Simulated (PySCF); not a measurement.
## Electronic structure of C₅H₁₀BN₃ (SMILES C[N+](C)(C)[BH-](C#N)C#N) in real space

Input file:

```
{"job": {"kind": "nmr", "xc": "PBE0", "basis": "pcSseg-1"}, "charge": 0, "multiplicity": 1}
C      0.251495    -1.479446    -0.721935
N      0.284390    -0.148706    -0.112310
C      1.364940     0.636956    -0.711306
C      0.522030    -0.281053     1.327952
B     -1.153278     0.609028    -0.369173
C     -2.248886    -0.257198     0.309479
N     -3.036324    -0.928287     0.807765
C     -1.063511     1.996255     0.322774
N     -0.958678     3.020436     0.831449
H      1.198451    -2.000827    -0.563215
H      0.069292    -1.390664    -1.791290
H     -0.556515    -2.063257    -0.283860
H      2.330475     0.151267    -0.551150
H      1.193619     0.743822    -1.780832
H      1.385520     1.630509    -0.266205
H     -0.283849    -0.856517     1.780988
H      1.473378    -0.782667     1.519581
H      0.538462     0.705466     1.788720
H     -1.320815     0.704133    -1.544892
```

Run with:

```sh
OMP_NUM_THREADS=1 python probes_run.py task.json out
```

Geometry: GFN2-xTB.

The calculation used PySCF, PBE0/pcSseg-1, SCF density, gas phase, non-relativistic.

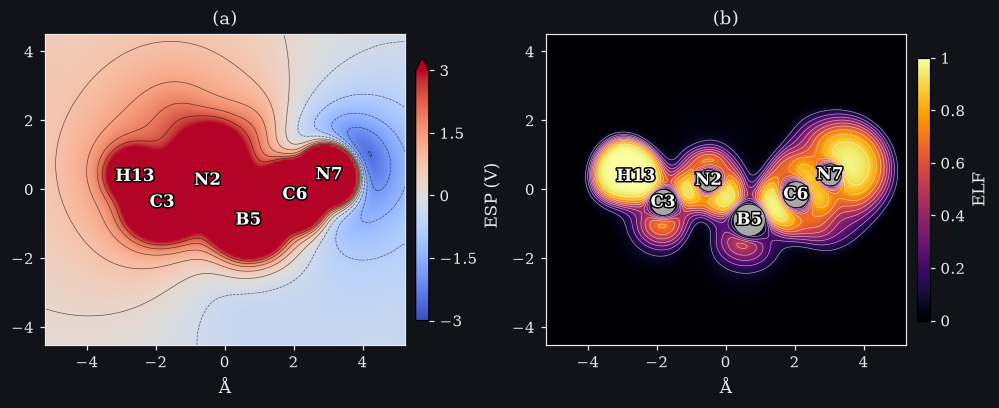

Figure 1. (a) electrostatic potential; (b) electron localisation function on the plane of atoms N2, C3 and H13. Grey discs cover the atomic cores in the ELF map.

Question: Describe what can be read from this map.

Answer: Atoms in the plane: N, C, B and H.
C–N (1.15 Å): the ELF peaks at about 0.85 between the atoms: a short, multiple covalent bond.
C–B (1.55 Å): the ELF peaks at about 1 between the atoms, as expected for localised, covalent bonding.
B–N (1.65 Å): the ELF peaks at about 0.95 between the atoms: a shared but strongly polarised pair.
C–H (1.09 Å): the ELF climbs to about 1 towards the hydrogen, as it does in any bond to H (a covalent bond by its length).
The ELF also peaks beside N7, away from the bonds: lone-pair regions.
Outside the dense part of the molecule the potential is most negative (−2.5 V) near N7.

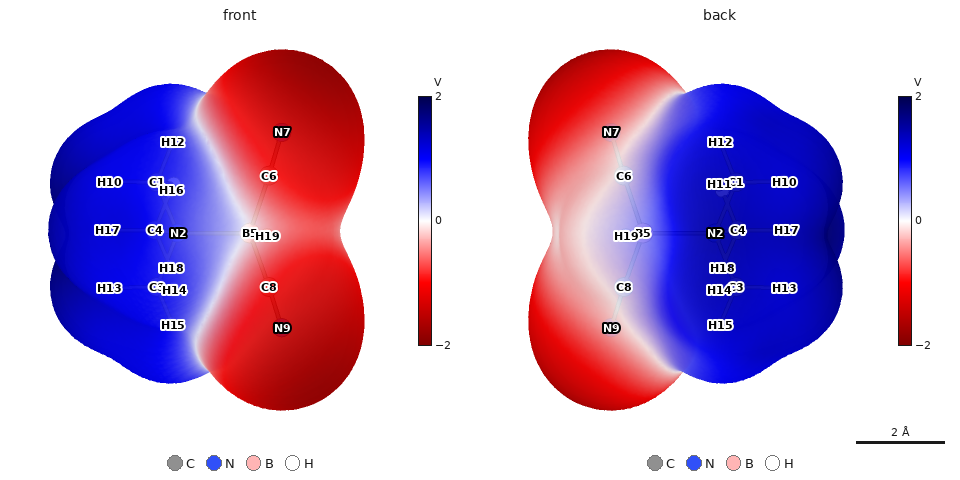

Figure 2. The molecular electrostatic potential painted on the density surface at 0.001 e/bohr³, seen from the front and from behind; red is negative and blue positive.

Question: Which sites attract a positive test charge, and which a negative one?

Answer: A positive charge is drawn to the negative regions and a negative charge to the positive ones. The most negative region (about −1.8 V) lies over N7 and N9, the most positive (about +1.8 V) over H10, H13 and H17.

Question: How polar is the molecule by this calculation?

Answer: Its dipole moment is 8.41 D.
